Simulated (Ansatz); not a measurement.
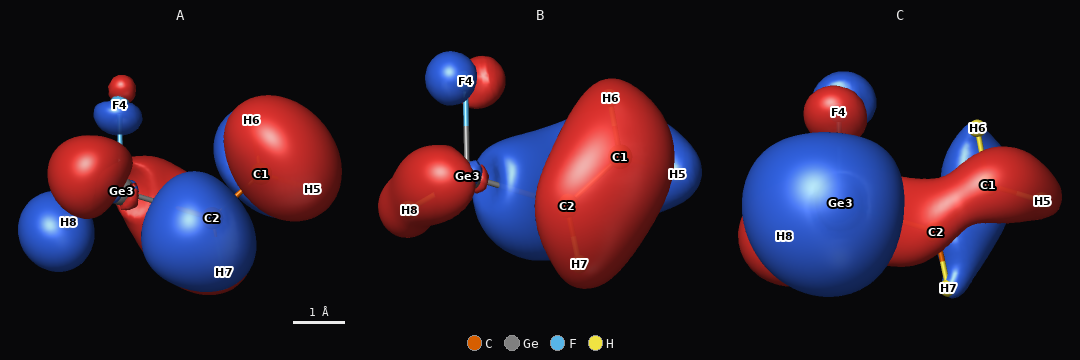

Figure. C2H4FGe (SMILES C=[CH][GeH][F]) (doublet). Three frontier orbitals at ±0.08 Å⁻³ᐟ² (red and blue are the two phases), in no order.

Geometry: PBE0-D4/def2-TZVP.

Level of theory: UKS PBE0-D4/def2-TZVPP in Ansatz 0.2.0.

```xyz
8

C    -0.1608    1.2900   -0.1766
C     0.5689    0.2031   -0.4157
Ge    0.3334   -1.4193    0.5998
F    -1.1397   -1.1709    1.5142
H    -0.0128    2.2090   -0.7368
H    -0.9418    1.2977    0.5771
H     1.3583    0.2255   -1.1633
H     0.0867   -2.6924   -0.2546
```

> Order the three orbitals by energy and name them. All are α orbitals.

B is the HOMO−1 (α) (−8.65 eV). Its weight (Hirshfeld) is mainly on C2 (about 40 %), C1 (about 35 %) and Ge3 (about 10 %); π-bonding across C2–C1. C is the HOMO (α) (−6.24 eV). By Hirshfeld shares it lies mainly on Ge3 (about 65 %), C1 (about 10 %), C2 (about 10 %), H8 (about 10 %) and F4 (about 5 %). A is the LUMO (α) (−0.62 eV). It lies mainly on C1 (about 35 %), C2 (about 30 %) and Ge3 (about 15 %); π-antibonding (π*) across C1–C2.

> What is the gap between the highest occupied and lowest empty α orbitals?

5.62 eV between the orbital energies.
